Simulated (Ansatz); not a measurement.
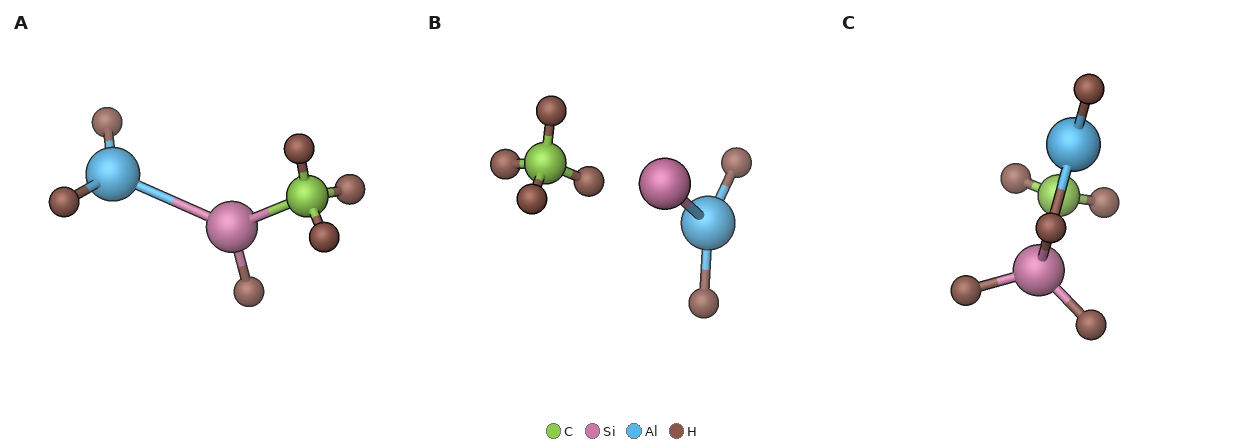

3 stationary structures of one formula. State: charge +1, singlet. Geometries: PBE0-D4/def2-TZVP. Electronic energies: RHF-CCSD(T) (frozen core)/def2-TZVPP (Ansatz 0.2.0), without zero-point energy. No frequency run is at hand to confirm each as a minimum. Each is one conformer, not always the lowest.

> Rank them by energy, lowest first.

C is lowest; A lies 70.3 kJ/mol above it, B lies 251.2 kJ/mol above it.
